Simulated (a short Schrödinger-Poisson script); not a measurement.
System: MOS inversion layer, Al2O3 on p-type Si(100), at 300 K.

```
layer  material  thickness (nm)  Na (cm⁻³)
-----  --------  --------------  ---------
1         Al2O3               6          -
2            Si             300     2.1e18
```

The device is made up for the run: typed textbook-type constants, with dimensions and the other settings drawn at random. Al2O3: permittivity 9, conduction-band edge (eV) 2.7, gap (eV) 6.8, electron mass (mₑ) 0.3. Si: permittivity 11.7, conduction-band edge (eV) 0, gap (eV) 1.124, Nv at 300 K (cm⁻³) 3.1e19.

Channel valleys (confinement mass, in-plane density-of-states mass, number): Δ2 0.916, 0.19, 2; Δ4 0.19, 0.417, 4. At the gate the conduction-band edge of layer 1 lies 2.97 eV − eVg above the Fermi level of the channel; the field vanishes at the back. Gaps are held at their typed values at every temperature. Mesh 0.03 nm at interfaces.

From a short Schrödinger-Poisson script (our own, NumPy): 1D Poisson equation in equilibrium, electrons quantum, Hartree (BenDaniel-Duke, 12 states a valley, the channel's in-plane mass for all, wave functions free to enter the dielectric), parabolic valleys, classical holes, full ionisation, no traps, pinning or gate leakage.

Only gate voltages with over 1e8 electrons/cm² are shown.

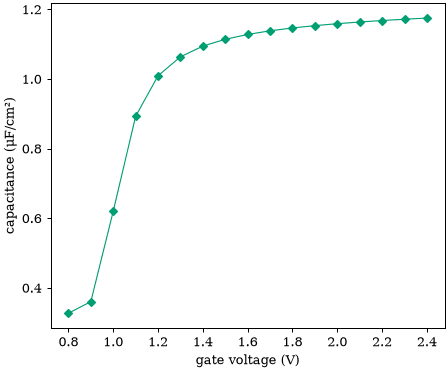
Quasi-static capacitance against gate voltage

```
Vg (V)  electrons (cm⁻²)  C (μF/cm²)  Δ2 E0 (meV)  Δ2 E1 (meV)  Δ4 E0 (meV)  Δ4 E1 (meV)
------  ----------------  ----------  -----------  -----------  -----------  -----------
0.8               9.59e8       0.327        221.7        326.3        298.9        468.7
1                1.47e11       0.620         90.6        201.0        171.6        351.3
1.2              1.10e12        1.01         35.8        151.1        120.2        304.9
1.4              2.38e12        1.09         12.4        132.0         99.8        287.7
1.6              3.75e12        1.13         -3.2        120.7         87.3        277.8
1.8              5.16e12        1.15        -15.4        112.6         78.0        271.0
2                6.59e12        1.16        -25.7        106.3         70.4        265.8
2.2              8.03e12        1.17        -34.9        101.1         63.9        261.6
2.4              9.49e12        1.18        -43.4         96.8         58.1        258.1
```

Subbands count from the Fermi level.
